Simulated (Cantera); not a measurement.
Input: 1 mol SiO2, 0.59 mol MgO, 43 mol H2, at 101000 Pa.

Cantera equilibrium calculation (NASA polynomials, part measured and part estimated; ideal gas, pure solids and liquids). Candidate condensed phases: H2O, Mg, MgO, Mg(OH)2, MgSiO3, Mg2SiO4, Si, SiO2; 24 gas species. Mutual solubility and eutectic melting of coexisting phases are not modelled. The tables hold silica as quartz up to 1696 K and as liquid above; real silica turns to tridymite and cristobalite and melts near 1996 K. Condensed phases not in the tables: alloys, solid solutions and most ternary compounds. Equilibrium is a limit: real reactors are often held back by kinetics, nucleation or transport.

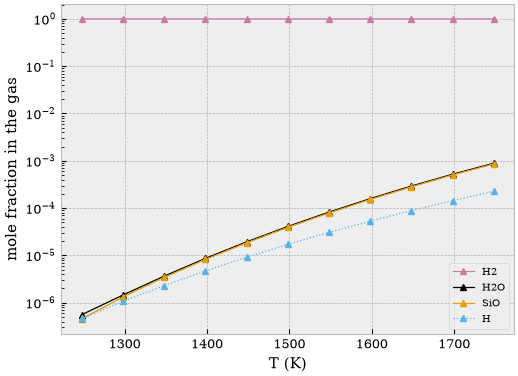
Fig. 1. Equilibrium gas composition (values under 1e-9 drawn at 1e-9)

From 1248 K to 1648 K the condensed part is MgSiO3(s) + SiO2(β-quartz). From 1698 K to 1748 K the condensed part is MgSiO3(s) + SiO2(condensed). The main Si-bearing gas is SiO throughout.
